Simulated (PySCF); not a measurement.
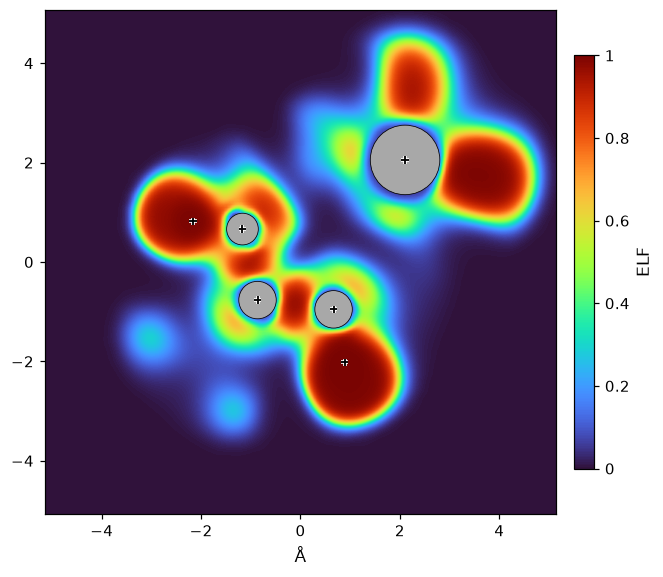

The electron localisation function on a plane through atoms (crosses mark nuclei in the plane; grey discs cover the cores).

Level of theory: PBE0/pcSseg-1, SCF density, gas phase, non-relativistic in PySCF.

Candidates:
A. C4H12N2OSi (SMILES C[C@H](N)C/C=N\[SiH2]O)
B. C3H8O2Si3
C. C3H10BNO2 (SMILES C[O+](C)[BH2-]NC=O)

### Which system is this?

Candidate A: C4H12N2OSi on the plane of atoms C2, C4 and H15, which holds C, N, Si and H.
